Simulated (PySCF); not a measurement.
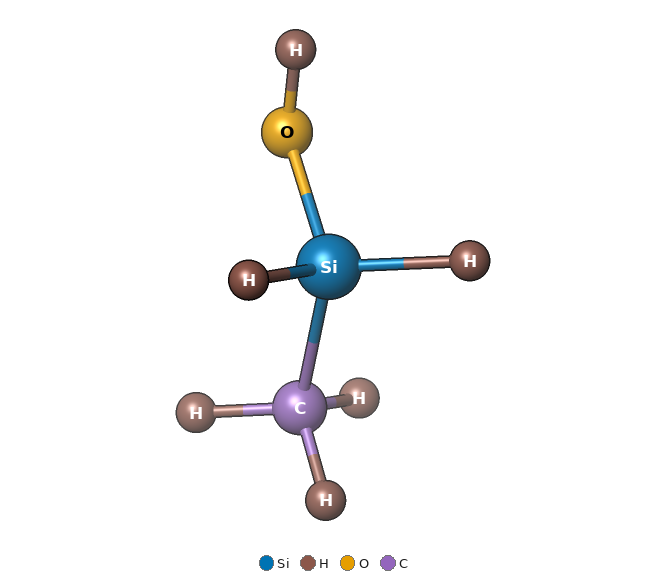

Depth is shown by fading: the farther an atom, the more it takes the colour of the background. The computed structure is the end point of a PBE0-D4/def2-TZVP optimisation. No frequency run is at hand to confirm it as a minimum.

**Which symmetry elements does this geometry have?**

It has 1 mirror plane, so the point group is Cs. The group has 2 operations. The geometry is achiral, and symmetry allows a dipole moment.
